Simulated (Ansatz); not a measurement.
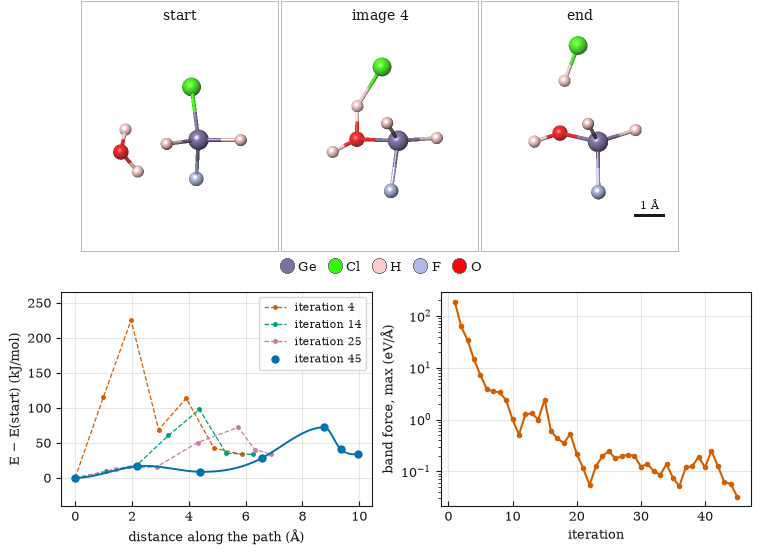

NEB run on GeH$_{4}$OClF. Images are numbered from 0 (start) to 6 (end). The plot follows the band through its iterations. Style: ball-and-stick. Shown from a free direction.

The calculation used RKS B3LYP-D4/def2-SVP (Ansatz 0.2.0). Settings: 5 movable images; climbing image; force threshold 0.05 eV/Å; iteration limit 60; starting path through a guess of the saddle point.

Did the band converge, and can the barrier be trusted?

Answer. The run is converged, with reservations. The band converged in 45 iterations. The largest component of the band force went from 190 to 0.033 eV/Å. The climbing image converged on the top of the path. Its vibrational analysis gives one imaginary mode (347i cm⁻¹), as a transition state must have. The first iteration put the highest image at 3036.9 kJ/mol. The energy climbs by 72.3 kJ/mol to image 4 and then falls by 38.6 kJ/mol, so the end point sits at +33.7 kJ/mol. The profile has 2 maxima (images 1, 4) with a dip at image 2 (+8.8 kJ/mol), so the process runs in steps.

The run took 4.7 min on 2 threads of Intel(R) Xeon(R) 6975P-C (Granite Rapids), with other jobs on the host, peak memory 0.26 GiB.
